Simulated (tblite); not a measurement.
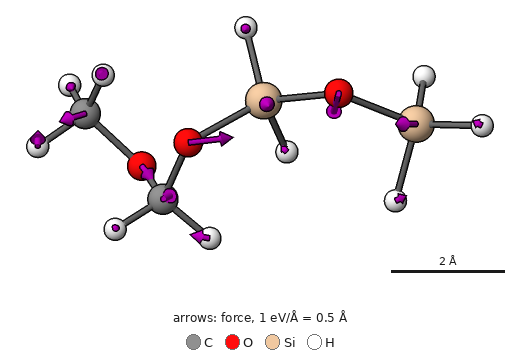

Starting geometry of C₂H₁₀O₃Si₂ with the computed forces as purple arrows. The picture is a ball-and-stick view, seen at a tilt.

Computed with GFN2-xTB geometry optimisation, gas phase in tblite. 

> What follows when this structure is relaxed?

It isn't relaxed: the largest force vector, on an O atom, is 2.57 eV/Å. The final displacements have little in common with the starting forces (cosine between the two patterns 0.27). The largest move after the best rigid fit is that of an H atom, 2.21 Å. Largest moves by element: H 2.21 Å, O 1.57 Å, Si 1.43 Å, C 0.79 Å. Among the contacts that change: Si–Si 2.752 → 3.163 Å, O–Si 1.723 → 1.620 Å, O–Si 1.709 → 1.609 Å, O–Si 1.701 → 1.629 Å. Bond angles that change, for instance: Si–O–Si 106.6° → 156.7°, C–O–Si 108.6° → 125.4°, O–Si–O 112.9° → 104.5°. Groups turn about O–Si by about 120°, O–Si by about 110°, O–Si by about 45°. The energy falls by 130.5 kJ/mol in 182 geometry steps.
